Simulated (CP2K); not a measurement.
**Two attempts at AlClF (SMILES [F][Al][Cl])**

Aim: energy and gradient of AlClF at GFN1-xTB.

The calculation is run with CP2K 2026.2.

2 further runs of the same task are left out: 2 set aside as unsound or not needed.

### 1 The system as given

The species is AlClF (3 atoms), meant as a doublet with charge 0. SMILES: `[F][Al][Cl]`. Geometry: a GFN2-xTB relaxation, a rough one for these elements and not checked as a minimum.

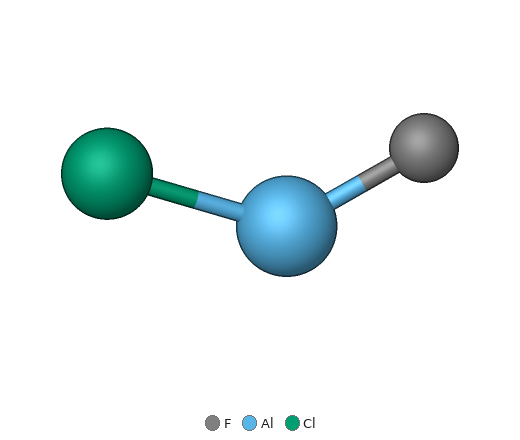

Viewed from a chosen angle; fluorine grey, aluminium blue, chlorine teal.

### 2 Try one

File molecule.xyz:

```xyz
3

F     -1.102140     1.122520    -0.489250
Al    -0.334980    -0.328550    -0.216760
Cl     1.437120    -0.793970     0.706020
```

File calc.inp:

```
&FORCE_EVAL
 METHOD Quickstep
 &DFT
  &QS
   METHOD XTB
   EPS_DEFAULT 1.0E-10
   &XTB
    GFN_TYPE 1
    CHECK_ATOMIC_CHARGES F
   &END XTB
  &END QS
  &POISSON
   PERIODIC NONE
   POISSON_SOLVER ANALYTIC
  &END POISSON
  &SCF
   SCF_GUESS ATOMIC
   EPS_SCF 1.0E-06
   MAX_SCF 80
   &DIAGONALIZATION
    ALGORITHM STANDARD
   &END DIAGONALIZATION
   &MIXING
    METHOD BROYDEN_MIXING
    ALPHA 0.3
    NBUFFER 8
   &END MIXING
  &END SCF
  &PRINT
   &MOMENTS
    PERIODIC F
    REFERENCE COM
    MAX_MOMENT 1
   &END MOMENTS
   &MO ON
    ENERGIES T
    OCCUPATION_NUMBERS T
    NDIGITS 6
    &EACH
     QS_SCF 0
    &END EACH
    ADD_LAST NUMERIC
   &END MO
   &HIRSHFELD OFF
   &END HIRSHFELD
  &END PRINT
 &END DFT
 &SUBSYS
  &CELL
   ABC 10.5 9.9 9.2
   PERIODIC NONE
  &END CELL
  &TOPOLOGY
   COORD_FILE_NAME molecule.xyz
   COORD_FILE_FORMAT XYZ
   &CENTER_COORDINATES
   &END CENTER_COORDINATES
  &END TOPOLOGY
 &END SUBSYS
 &PRINT
  &FORCES ON
  &END FORCES
 &END PRINT
&END FORCE_EVAL

&GLOBAL
 PROJECT_NAME calc
 RUN_TYPE ENERGY_FORCE
 PRINT_LEVEL MEDIUM
&END GLOBAL
```

On the command line:

```bash
$ OMP_NUM_THREADS=1 cp2k.psmp -i calc.inp > calc.out 2>&1
```

Standard output:

```text
CP2K| version string:                                       CP2K version 2026.2
 CP2K| Input file name                                                  calc.inp

 GLOBAL| Basis set file name                                           BASIS_SET
 GLOBAL| Potential file name                                           POTENTIAL
 GLOBAL| Coordinate file name                                       molecule.xyz
 GLOBAL| Method name                                                        CP2K
 GLOBAL| Project name                                                       calc
 GLOBAL| Run type                                                   ENERGY_FORCE
 GLOBAL| FFT library                                                       FFTW3
 GLOBAL| Diagonalization library                                       ScaLAPACK
 GLOBAL| Global print level                                               MEDIUM
 GLOBAL| Total number of message passing processes                             1
 GLOBAL| Number of threads for this process                                    1
 GLOBAL| CPU model name                                 Intel(R) Xeon(R) 6975P-C

 CELL| Volume [angstrom^3]:                                           956.340000
 CELL| Vector a [angstrom]:      10.500     0.000     0.000   |a| =    10.500000
 CELL| Vector b [angstrom]:       0.000     9.900     0.000   |b| =     9.900000
 CELL| Vector c [angstrom]:       0.000     0.000     9.200   |c| =     9.200000
 CELL| Angle (b,c), alpha [degree]:                                    90.000000
 CELL| Angle (a,c), beta  [degree]:                                    90.000000
 CELL| Angle (a,b), gamma [degree]:                                    90.000000
 CELL| Numerically orthorhombic:                                             YES
 CELL| Periodicity                                                          NONE

 GENERATE|  Preliminary Number of Bonds generated:                             0
 GENERATE|  Achieved consistency in connectivity generation.

 *******************************************************************************
 *   ___                                                                       *
 *  /   \                                                                      *
 * [ABORT]                                                                     *
 *  \___/            Use the LSD option for an odd number of electrons         *
 *    |                                                                        *
 *  O/|                                                                        *
 * /| |                                                                        *
 * / \                                                   qs_environment.F:2033 *
 *******************************************************************************

 ===== Routine Calling Stack =====

            2 qs_init_subsys
            1 CP2K
```

Wall time 0.89 s (1 thread of Intel Xeon 6975P-C (Granite Rapids), shared host); peak memory 0.18 GiB.

### 3 Reading the log

The program refused the input.

The telling line is `\___/            Use the LSD option for an odd number of electrons`. Cause: the electron count doesn't fit the spin or reference typed: an even count needs an odd multiplicity, an odd count an even one. To mend it: reference UKS in place of RKS.

### 4 The mended input

molecule.xyz is that of step 2.

File job.inp:

```
&global
   project job
   run_type ENERGY_FORCE
   print_level MEDIUM
&end global

&force_eval
   method QUICKSTEP
   &dft
      charge 0
      multiplicity 2
      uks T
      &qs
         method XTB
         eps_default 1.0E-10
         &xtb
            gfn_type 1
            check_atomic_charges F
         &end xtb
      &end qs
      &poisson
         periodic NONE
         poisson_solver ANALYTIC
      &end poisson
      &scf
         scf_guess ATOMIC
         eps_scf 1.0E-06
         max_scf 80
         &diagonalization
            algorithm STANDARD
         &end diagonalization
         &mixing
            method BROYDEN_MIXING
            alpha 0.3
            nbuffer 8
         &end mixing
      &end scf
      &print
         &moments
            periodic F
            reference COM
            max_moment 1
         &end moments
         &mo ON
            energies T
            occupation_numbers T
            ndigits 6
            &each
               qs_scf 0
            &end each
            add_last NUMERIC
         &end mo
         &hirshfeld OFF
         &end hirshfeld
      &end print
   &end dft
   # structure
   &subsys
      &cell
         abc [angstrom] 10.5 9.9 9.2
         periodic NONE
      &end cell
      &topology
         coord_file_name molecule.xyz
         coord_file_format XYZ
         &center_coordinates
         &end center_coordinates
      &end topology
   &end subsys
   &print
      &forces ON
      &end forces
   &end print
&end force_eval
```

On the command line:

```bash
$ OMP_NUM_THREADS=1 cp2k.psmp -i job.inp > job.out 2>&1
```

Standard output:

```text
CP2K| version string:                                       CP2K version 2026.2
[...]
 GLOBAL| Method name                                                        CP2K
[...]
 GLOBAL| Run type                                                   ENERGY_FORCE
[...]
                             - Atoms:                                          3
[...]
                             - Spherical basis functions:                     22
[...]
 Number of electrons:                                                          9
[...]
     1 NoMix/Diag. 0.30E+00    0.0     0.70801254       -10.7265641894 -1.07E+01
[...]
    19 Broy./Diag. 0.30E+00    0.0     0.00000034       -10.7826540938  3.36E-06
  *** SCF run converged in    19 steps ***
[...]
 TB_DIPOLE| Moment [Debye]          0.29766889      -2.09160848      -0.04961336
 TB_DIPOLE| Derivative [a.u.]       0.00000000       0.00000000       0.00000000
[...]
 ENERGY| Total FORCE_EVAL ( QS ) energy [hartree]            -10.782654016123363
 FORCES| Atomic forces [hartree/bohr]
 FORCES|   Atom     x               y               z               |f|
 FORCES|      1 -5.97028876E-04  1.56209020E-02  1.26067142E-03   1.56830583E-02
 FORCES|      2 -2.90209608E-02 -1.41156798E-02 -1.73211136E-02   3.66263507E-02
 FORCES|      3  2.96179897E-02 -1.50522221E-03  1.60604422E-02   3.37257885E-02
 FORCES| Sum     1.38777878E-17  6.50521303E-19 -6.93889390E-18
 FORCES| Total atomic force                                       1.55294694E-17
[...]
```

Wall time 1.1 s (1 thread of Intel Xeon 6975P-C (Granite Rapids), shared host); peak memory 0.19 GiB.

### 5 Results

Level: GFN1-xTB.

| quantity | value |
| --- | --- |
| total energy | -10.78265 Eh |
| dipole moment (from atomic charges alone) | 2.11 D |
| HOMO energy (highest over α and β) | -10.43 eV |
| dispersion energy | -1.61 kJ/mol |
| largest force on an atom | 1.883 eV/Å |

The dipole comes from point charges on the atoms alone, without atomic dipoles, so it is partial. The largest force is 1.88 eV/Å: the shape isn't a stationary point for this species at this level.
